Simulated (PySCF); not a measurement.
# Run report: CH4FIn, geometry relaxation (part 1 of 4)

System: CH4FIn.
Method: HF/def2-mTZVP, RHF, dispersion D3(BJ), core potentials def2-svp (PySCF 2.14.0).

The atoms were displaced at random from an optimised geometry.

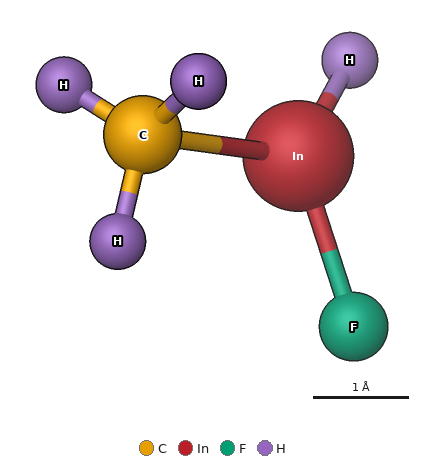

The starting structure (ball-and-stick view, seen at a tilt). Sticks mark near contacts. Bond lengths as drawn: C–H 1.07 to 1.17 Å, C–In 2.51 Å, F–In 1.89 Å and H–In 1.63 Å.

Input file (run.py)
```python
# [CH3][InH][F]
from pyscf import gto, scf
from pyscf.geomopt.geometric_solver import kernel as optimise

system = gto.Mole()
system.atom = '''
C   -0.999151   0.532548  -0.288076
In   1.264001  -0.440599   0.194658
F    1.048941  -1.578857   1.686032
H   -1.116214   0.423827  -1.345872
H   -1.664283  -0.236387   0.282224
H   -0.930773   1.614967   0.106596
H    2.726257  -0.335504  -0.523252
'''
system.basis = 'def2-mtzvp'
system.ecp = {'In': 'def2-svp'}
system.verbose = 4
system.max_memory = 1860
system.spin = 0
system.build()

mf = scf.RHF(system)
mf.disp = 'd3bj'
converged, mol_eq = optimise(mf, maxsteps=100)
print('converged:', converged)
print(mol_eq.tostring())

mf.reset(mol_eq)
system = mol_eq
mf.kernel()
etot = mf.e_tot
print('E = %.10f Eh' % etot)
```

Run on 1 thread of Arm Neoverse N1, 24 GiB of memory available, shared host.

Command:
```bash
OMP_NUM_THREADS=1 python run.py
```

Output
```
PySCF version 2.14.0

[INPUT] num. atoms = 7
[INPUT] num. electrons = 40
[INPUT] charge = 0
[INPUT] spin (= nelec alpha-beta = 2S) = 0
[INPUT] symmetry False subgroup None
[INPUT] Mole.unit = angstrom
[INPUT] Symbol           X                Y                Z      unit          X                Y                Z       unit  Magmom
[INPUT]  1 C     -0.999151000000   0.532548000000  -0.288076000000 AA   -1.888121747085   1.006369868185  -0.544384743060 Bohr   0.0
[INPUT]  2 In     1.264001000000  -0.440599000000   0.194658000000 AA    2.388615711176  -0.832611440757   0.367850307956 Bohr   0.0
[INPUT]  3 F      1.048941000000  -1.578857000000   1.686032000000 AA    1.982211210827  -2.983607319852   3.186138717253 Bohr   0.0
[INPUT]  4 H     -1.116214000000   0.423827000000  -1.345872000000 AA   -2.109338756405   0.800916954196  -2.543329478721 Bohr   0.0
[INPUT]  5 H     -1.664283000000  -0.236387000000   0.282224000000 AA   -3.145039063770  -0.446706689408   0.533326065779 Bohr   0.0
[INPUT]  6 H     -0.930773000000   1.614967000000   0.106596000000 AA   -1.758906054140   3.051845330210   0.201437245974 Bohr   0.0
[INPUT]  7 H      2.726257000000  -0.335504000000  -0.523252000000 AA    5.151879075178  -0.634010673696  -0.988802974131 Bohr   0.0

nuclear repulsion = 121.393127879173
number of shells = 44
number of NR pGTOs = 165
number of NR cGTOs = 86
basis = def2-mtzvp
ecp = {'In': 'def2-svp'}
Create scanner for <class 'pyscf.grad.rhf.Gradients'>
Create scanner for <class 'pyscf.scf.hf.RHF'>

#|     Arguments passed to driver run_optimizer():      |#
customengine              <pyscf.geomopt.geometric_solver.PySCFEngine object>
maxiter                   100
----------------------------------------------------------
Custom engine selected.
Bonds will be generated from interatomic distances less than 1.20 times sum of covalent radii
21 internal coordinates being used (instead of 21 Cartesians)
Internal coordinate system (atoms numbered from 1):
Distance 1-2
Distance 1-4
Distance 1-5
Distance 1-6
Distance 2-3
Distance 2-7
Angle 2-1-4
Angle 2-1-5
Angle 2-1-6
Angle 4-1-5
Angle 4-1-6
Angle 5-1-6
Angle 1-2-7
Angle 3-2-7
Out-of-Plane 2-1-3-7
Dihedral 4-1-2-3
Dihedral 4-1-2-7
Dihedral 5-1-2-3
Dihedral 5-1-2-7
Dihedral 6-1-2-3
Dihedral 6-1-2-7
Translation-X 1-7
Translation-Y 1-7
Translation-Z 1-7
Rotation-A 1-7
Rotation-B 1-7
Rotation-C 1-7
<class 'geometric.internal.Distance'> : 6
<class 'geometric.internal.Angle'> : 8
<class 'geometric.internal.OutOfPlane'> : 1
<class 'geometric.internal.Dihedral'> : 6
<class 'geometric.internal.TranslationX'> : 1
<class 'geometric.internal.TranslationY'> : 1
<class 'geometric.internal.TranslationZ'> : 1
<class 'geometric.internal.RotationA'> : 1
<class 'geometric.internal.RotationB'> : 1
<class 'geometric.internal.RotationC'> : 1
> ===== Optimization Info: ====
> Job type: Energy minimization
> Maximum number of optimization cycles: 100
> Initial / maximum trust radius (Angstrom): 0.100 / 0.300
> Convergence Criteria:
> Will converge when all 5 criteria are reached:
>  |Delta-E| < 1.00e-06
>  RMS-Grad  < 3.00e-04
>  Max-Grad  < 4.50e-04
>  RMS-Disp  < 1.20e-03
>  Max-Disp  < 1.80e-03
> === End Optimization Info ===

Geometry optimization cycle 1
Cartesian coordinates (Angstrom)
 Atom        New coordinates             dX        dY        dZ
   C  -0.999151   0.532548  -0.288076    0.000000 -0.000000  0.000000
  In   1.264001  -0.440599   0.194658   -0.000000  0.000000  0.000000
   F   1.048941  -1.578857   1.686032    0.000000  0.000000  0.000000
   H  -1.116214   0.423827  -1.345872    0.000000  0.000000  0.000000
   H  -1.664283  -0.236387   0.282224    0.000000  0.000000  0.000000
   H  -0.930773   1.614967   0.106596    0.000000  0.000000 -0.000000
   H   2.726257  -0.335504  -0.523252    0.000000  0.000000  0.000000

WARN: Mole.unit (angstrom) is changed to Bohr

New geometry
   1 C     -0.999151000000   0.532548000000  -0.288076000000 AA   -1.888121747085   1.006369868185  -0.544384743060 Bohr
   2 In     1.264001000000  -0.440599000000   0.194658000000 AA    2.388615711176  -0.832611440757   0.367850307956 Bohr
   3 F      1.048941000000  -1.578857000000   1.686032000000 AA    1.982211210827  -2.983607319852   3.186138717253 Bohr
   4 H     -1.116214000000   0.423827000000  -1.345872000000 AA   -2.109338756405   0.800916954196  -2.543329478721 Bohr
   5 H     -1.664283000000  -0.236387000000   0.282224000000 AA   -3.145039063770  -0.446706689408   0.533326065779 Bohr
   6 H     -0.930773000000   1.614967000000   0.106596000000 AA   -1.758906054140   3.051845330210   0.201437245974 Bohr
   7 H      2.726257000000  -0.335504000000  -0.523252000000 AA    5.151879075178  -0.634010673696  -0.988802974131 Bohr

******** <class 'pyscf.scf.hf.RHF_Scanner'> ********
method = RHF_Scanner
initial guess = minao
damping factor = 0
level_shift factor = 0
DIIS = <class 'pyscf.scf.diis.CDIIS'>
diis_start_cycle = 1
diis_space = 8
diis_damp = 0
SCF conv_tol = 1e-09
SCF conv_tol_grad = None
SCF max_cycles = 50
direct_scf = True
direct_scf_tol = 1e-13
Set gradient conv threshold to 3.16228e-05
Initial guess from minao.
Calc dispersion correction with DFTD3.
Parameters: xc=hf, version=d3bj, atm=False
init E= -295.302938976632
  HOMO = -0.569864628445604  LUMO = -0.354225158023723  gap/eV = 5.86785
cycle= 1 E= -328.397196237755  delta_E= -33.1  |g|= 1.83  |ddm|= 45.5
  HOMO = -0.283478953859723  LUMO = 0.0585912853254317  gap/eV = 9.30821
cycle= 2 E= -328.762170014751  delta_E= -0.365  |g|= 0.957  |ddm|= 5.08
  HOMO = -0.317567383585608  LUMO = 0.0343641302279245  gap/eV = 9.57654
cycle= 3 E= -328.893831016941  delta_E= -0.132  |g|= 0.125  |ddm|= 1.08
  HOMO = -0.347695644121188  LUMO = 0.0285609014130905  gap/eV = 10.23846
cycle= 4 E= -328.897769423659  delta_E= -0.00394  |g|= 0.0441  |ddm|= 0.228
  HOMO = -0.344438395755539  LUMO = 0.0284781861772956  gap/eV = 10.14758
cycle= 5 E= -328.898259295796  delta_E= -0.00049  |g|= 0.013  |ddm|= 0.0614
  HOMO = -0.345685097389648  LUMO = 0.0275579961727388  gap/eV = 10.15646
cycle= 6 E= -328.89840250575  delta_E= -0.000143  |g|= 0.00383  |ddm|= 0.0465
  HOMO = -0.34666265172396  LUMO = 0.0273442168786815  gap/eV = 10.17725
cycle= 7 E= -328.898412902317  delta_E= -1.04e-05  |g|= 0.00183  |ddm|= 0.0091
  HOMO = -0.346549170545245  LUMO = 0.0272044900201038  gap/eV = 10.17036
cycle= 8 E= -328.898415529385  delta_E= -2.63e-06  |g|= 0.000286  |ddm|= 0.00547
  HOMO = -0.346548140659067  LUMO = 0.0271991670830651  gap/eV = 10.17018
cycle= 9 E= -328.8984156059  delta_E= -7.65e-08  |g|= 5.57e-05  |ddm|= 0.00116
  HOMO = -0.34655164015405  LUMO = 0.0271916382779835  gap/eV = 10.17007
cycle= 10 E= -328.898415608337  delta_E= -2.44e-09  |g|= 1.54e-05  |ddm|= 0.000163
  HOMO = -0.346548811981581  LUMO = 0.0271916602597848  gap/eV = 10.17000
cycle= 11 E= -328.898415608527  delta_E= -1.9e-10  |g|= 3.51e-06  |ddm|= 3.84e-05
  HOMO = -0.346548618128708  LUMO = 0.0271916326207204  gap/eV = 10.16999
Extra cycle  E= -328.898415608535  delta_E= -7.16e-12  |g|= 1.6e-06  |ddm|= 6.92e-06
converged SCF energy = -328.898415608535

******** <class 'pyscf.grad.rhf.Gradients_Scanner'> for <class 'pyscf.scf.hf.RHF_Scanner'> ********
unit = Eh/Bohr
Calc dispersion correction with DFTD3.
Parameters: xc=hf, version=d3bj, atm=False
--------------- RHF_Scanner gradients ---------------
         x                y                z
0 C    -0.0351717533     0.0225715757    -0.0481934846
1 In     0.0670364060    -0.0371682981     0.0251331914
2 F     0.0010789575     0.0214427055    -0.0277246996
3 H     0.0040947440    -0.0075868901     0.0033350388
4 H    -0.0240625683    -0.0435741975     0.0204607797
5 H     0.0131810365     0.0457326617     0.0160932711
6 H    -0.0261568224    -0.0014175572     0.0108959031
----------------------------------------------
cycle 1: E = -328.898415609  dE = -328.898  norm(grad) = 0.134598
Step    0 : Gradient = 5.087e-02/8.067e-02 (rms/max) Energy = -328.8984156085
Hessian Eigenvalues: 2.30000e-02 2.51836e-02 5.00000e-02 ... 2.73468e-01 2.83389e-01 3.72563e-01

Geometry optimization cycle 2
Cartesian coordinates (Angstrom)
 Atom        New coordinates             dX        dY        dZ
   C  -0.925458   0.499976  -0.268245    0.073693 -0.032572  0.019831
  In   1.138279  -0.408184   0.190891   -0.125722  0.032415 -0.003767
   F   1.030501  -1.607503   1.734449   -0.018440 -0.028646  0.048417
   H  -1.071745   0.423917  -1.328899    0.044469  0.000090  0.016973
   H  -1.595717  -0.166377   0.261707    0.068566  0.070010 -0.020517
   H  -0.912887   1.516174   0.095394    0.017886 -0.098793 -0.011202
   H   2.665804  -0.278007  -0.572987   -0.060453  0.057497 -0.049735
New geometry
   1 C     -0.925457761935   0.499975514324  -0.268244541292 AA   -1.748861709910   0.944816791061  -0.506908717451 Bohr
   2 In     1.138279493442  -0.408184230340   0.190891474754 AA    2.151036495815  -0.771356403709   0.360732606799 Bohr
   3 F      1.030500536902  -1.607503020302   1.734448668767 AA    1.947363785962  -3.037740452781   3.277632961086 Bohr
   4 H     -1.071744591741   0.423916939146  -1.328899457316 AA   -2.025303753875   0.801086914550  -2.511256021411 Bohr
   5 H     -1.595716831735  -0.166377288108   0.261707191351 AA   -3.015467784338  -0.314407507873   0.494554916482 Bohr
   6 H     -0.912886685512   1.516174472729   0.095393795323 AA   -1.725105818379   2.865154510516   0.180268147143 Bohr
   7 H      2.665803840577  -0.278007387447  -0.572987131588 AA    5.037639160504  -0.525357822881  -1.082788751601 Bohr

******** <class 'pyscf.scf.hf.RHF_Scanner'> ********
method = RHF_Scanner
initial guess = minao
damping factor = 0
level_shift factor = 0
DIIS = <class 'pyscf.scf.diis.CDIIS'>
diis_start_cycle = 1
diis_space = 8
diis_damp = 0
SCF conv_tol = 1e-09
SCF conv_tol_grad = None
SCF max_cycles = 50
direct_scf = True
direct_scf_tol = 1e-13
Set gradient conv threshold to 3.16228e-05
Calc dispersion correction with DFTD3.
Parameters: xc=hf, version=d3bj, atm=False
init E= -328.991450006741
  HOMO = -0.358179439410694  LUMO = 0.0393982332208118  gap/eV = 10.81864
cycle= 1 E= -328.929530779673  delta_E= 0.0619  |g|= 0.046  |ddm|= 0.214
  HOMO = -0.382952625228608  LUMO = 0.0273202726788817  gap/eV = 11.16409
cycle= 2 E= -328.93037210425  delta_E= -0.000841  |g|= 0.0241  |ddm|= 0.0951
  HOMO = -0.377072829844447  LUMO = 0.0277569958675734  gap/eV = 11.01598
cycle= 3 E= -328.930507069836  delta_E= -0.000135  |g|= 0.00538  |ddm|= 0.0219
  HOMO = -0.377206769762935  LUMO = 0.0277778657359171  gap/eV = 11.02019
cycle= 4 E= -328.930525458716  delta_E= -1.84e-05  |g|= 0.00236  |ddm|= 0.0133
  HOMO = -0.37739067526978  LUMO = 0.0276937944026123  gap/eV = 11.02291
cycle= 5 E= -328.930528273944  delta_E= -2.82e-06  |g|= 0.000912  |ddm|= 0.00525
  HOMO = -0.377388725200486  LUMO = 0.0276673501439646  gap/eV = 11.02214
cycle= 6 E= -328.930528694656  delta_E= -4.21e-07  |g|= 0.000218  |ddm|= 0.00218
  HOMO = -0.377415051677435  LUMO = 0.0276626539387195  gap/eV = 11.02273
cycle= 7 E= -328.93052873258  delta_E= -3.79e-08  |g|= 8.36e-05  |ddm|= 0.000726
  HOMO = -0.377414775872527  LUMO = 0.0276563211050807  gap/eV = 11.02255
cycle= 8 E= -328.930528736649  delta_E= -4.07e-09  |g|= 2.1e-05  |ddm|= 0.000217
  HOMO = -0.377413524029379  LUMO = 0.0276554458774179  gap/eV = 11.02249
cycle= 9 E= -328.930528736974  delta_E= -3.25e-10  |g|= 4.5e-06  |ddm|= 6.48e-05
  HOMO = -0.377413271254955  LUMO = 0.027655526681329  gap/eV = 11.02248
Extra cycle  E= -328.930528736987  delta_E= -1.34e-11  |g|= 2.03e-06  |ddm|= 1.27e-05
converged SCF energy = -328.930528736987

******** <class 'pyscf.grad.rhf.Gradients_Scanner'> for <class 'pyscf.scf.hf.RHF_Scanner'> ********
unit = Eh/Bohr
Calc dispersion correction with DFTD3.
Parameters: xc=hf, version=d3bj, atm=False
--------------- RHF_Scanner gradients ---------------
         x                y                z
0 C    -0.0378052116     0.0247475706    -0.0121816143
1 In     0.0306235998    -0.0139553449     0.0086208940
2 F    -0.0014271689     0.0007000040    -0.0007920085
3 H     0.0029933809    -0.0049916277     0.0022480117
4 H     0.0021967207    -0.0100543683     0.0008570174
5 H     0.0069587289     0.0026462511     0.0019613369
6 H    -0.0035400498     0.0009075153    -0.0007136372
----------------------------------------------
cycle 2: E = -328.930528737  dE = -0.0321131  norm(grad) = 0.0601566
Step    1 : Displace = 9.195e-02/1.299e-01 (rms/max) Trust = 1.000e-01 (=) Grad = 2.274e-02/4.680e-02 (rms/max) E (change) = -328.9305287370 (-3.211e-02) Quality = 1.020
Hessian Eigenvalues: 2.30000e-02 2.51881e-02 4.58054e-02 ... 2.77454e-01 3.17549e-01 3.72624e-01

Geometry optimization cycle 3
Cartesian coordinates (Angstrom)
 Atom        New coordinates             dX        dY        dZ
   C  -0.782345   0.421543  -0.232548    0.143113 -0.078433  0.035697
  In   0.971118  -0.342506   0.143999   -0.167162  0.065678 -0.046892
   F   0.928426  -1.542107   1.694391   -0.102075  0.065396 -0.040058
   H  -0.970456   0.392697  -1.294172    0.101288 -0.031220  0.034727
   H  -1.508806  -0.165186   0.280598    0.086911  0.001191  0.018891
   H  -0.831220   1.430768   0.111836    0.081667 -0.085407  0.016443
   H   2.522061  -0.215214  -0.591795   -0.143743  0.062794 -0.018808
New geometry
   1 C     -0.782344598690   0.421542728375  -0.232547620459 AA   -1.478417026557   0.796600306430  -0.439451313587 Bohr
   2 In     0.971117910964  -0.342505956285   0.143999403813 AA    1.835146886381  -0.647242453411   0.272119435308 Bohr
   3 F      0.928425963942  -1.542106532838   1.694390720514 AA    1.754470798786  -2.914159001966   3.201934409776 Bohr
   4 H     -0.970456138473   0.392696808759  -1.294172148616 AA   -1.833896317616   0.742089418545  -2.445630918925 Bohr
   5 H     -1.508805840431  -0.165186129075   0.280598214450 AA   -2.851229813559  -0.312156543529   0.530253776352 Bohr
   6 H     -0.831219835107   1.430767938207   0.111836457801 AA   -1.570777837658   2.703759551020   0.211340275986 Bohr
   7 H      2.522060537801  -0.215213857146  -0.591795027515 AA    4.766003686017  -0.406695248217  -1.118330523883 Bohr

******** <class 'pyscf.scf.hf.RHF_Scanner'> ********
method = RHF_Scanner
initial guess = minao
damping factor = 0
level_shift factor = 0
DIIS = <class 'pyscf.scf.diis.CDIIS'>
diis_start_cycle = 1
diis_space = 8
diis_damp = 0
SCF conv_tol = 1e-09
SCF conv_tol_grad = None
SCF max_cycles = 50
direct_scf = True
direct_scf_tol = 1e-13
Set gradient conv threshold to 3.16228e-05
Calc dispersion correction with DFTD3.
Parameters: xc=hf, version=d3bj, atm=False
init E= -329.005080379613
  HOMO = -0.3982157390415  LUMO = 0.0392709899327315  gap/eV = 11.90462
cycle= 1 E= -328.922694769316  delta_E= 0.0824  |g|= 0.0505  |ddm|= 0.367
  HOMO = -0.409663650857624  LUMO = 0.0335159532385987  gap/eV = 12.05953
cycle= 2 E= -328.923690658527  delta_E= -0.000996  |g|= 0.0202  |ddm|= 0.134
  HOMO = -0.40948533365701  LUMO = 0.0345129698264977  gap/eV = 12.08181
cycle= 3 E= -328.923815242251  delta_E= -0.000125  |g|= 0.00933  |ddm|= 0.03
  HOMO = -0.410141197565753  LUMO = 0.0344716576461117  gap/eV = 12.09853
cycle= 4 E= -328.923849732576  delta_E= -3.45e-05  |g|= 0.00279  |ddm|= 0.0177
  HOMO = -0.410627355851357  LUMO = 0.0342929128165324  gap/eV = 12.10690
cycle= 5 E= -328.923854703051  delta_E= -4.97e-06  |g|= 0.000707  |ddm|= 0.00819
  HOMO = -0.410678581907057  LUMO = 0.034288167701213  gap/eV = 12.10816
cycle= 6 E= -328.923854953563  delta_E= -2.51e-07  |g|= 0.000223  |ddm|= 0.00216
  HOMO = -0.410700372004772  LUMO = 0.034278419525954  gap/eV = 12.10849
cycle= 7 E= -328.923854990397  delta_E= -3.68e-08  |g|= 3.86e-05  |ddm|= 0.000968
  HOMO = -0.410705153066488  LUMO = 0.0342769781542849  gap/eV = 12.10858
cycle= 8 E= -328.923854991479  delta_E= -1.08e-09  |g|= 9.82e-06  |ddm|= 0.000177
  HOMO = -0.410703273395701  LUMO = 0.0342773297125838  gap/eV = 12.10854
cycle= 9 E= -328.923854991526  delta_E= -4.7e-11  |g|= 3.47e-06  |ddm|= 2.75e-05
  HOMO = -0.410703843204971  LUMO = 0.0342772833957312  gap/eV = 12.10855
Extra cycle  E= -328.923854991533  delta_E= -6.71e-12  |g|= 1.67e-06  |ddm|= 8.72e-06
converged SCF energy = -328.923854991533

******** <class 'pyscf.grad.rhf.Gradients_Scanner'> for <class 'pyscf.scf.hf.RHF_Scanner'> ********
unit = Eh/Bohr
Calc dispersion correction with DFTD3.
Parameters: xc=hf, version=d3bj, atm=False
--------------- RHF_Scanner gradients ---------------
         x                y                z
0 C     0.0549876610    -0.0201934069     0.0184825980
1 In    -0.0736442390     0.0274679857    -0.0104901872
2 F    -0.0012679782     0.0024591401    -0.0027698833
3 H     0.0052750089    -0.0035770844     0.0002937541
4 H     0.0117039285     0.0016881384    -0.0029941169
5 H     0.0051226925    -0.0096620213    -0.0006338182
6 H    -0.0021770737     0.0018172484    -0.0018883466
----------------------------------------------
cycle 3: E = -328.923854992  dE = 0.00667375  norm(grad) = 0.101968
Step    2 : Displace = 1.405e-01/1.857e-01 (rms/max) Trust = 1.414e-01 (+) Grad = 3.854e-02/7.930e-02 (rms/max) E (change) = -328.9238549915 (+6.674e-03) Quality = -0.572
Hessian Eigenvalues: 2.29990e-02 2.51539e-02 5.00000e-02 ... 2.77720e-01 3.24116e-01 3.72552e-01
```
